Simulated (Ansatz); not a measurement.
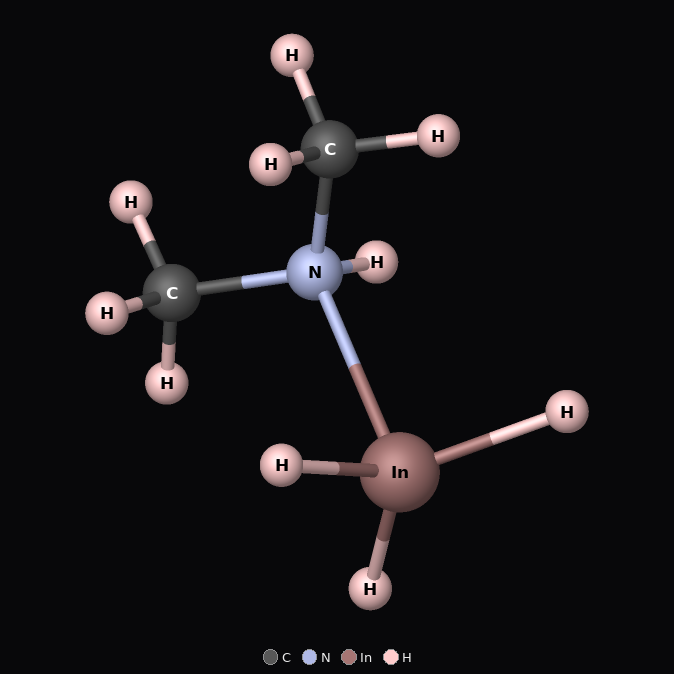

Harmonic vibrations computed with RKS PBE0-D4/def2-TZVP, core potentials on In (Ansatz 0.2.0) at a stationary point of the same level.

How many imaginary frequencies does it have?

Answer. A minimum: no imaginary frequency, and the lowest mode lies at 70 cm⁻¹.

How many vibrational modes are there, and where do they lie?

Answer. 36 modes: 70, 148, 151, 217, 232, 308, 384, 399, 435, 603, 603, 629, 932, 970, 1037, 1095, 1174, 1226, 1273, 1438, 1456, 1465, 1484, 1499, 1503, 1506, 1756, 1758, 1774, 3027, 3029, 3113, 3116, 3152, 3153, 3531 cm⁻¹.
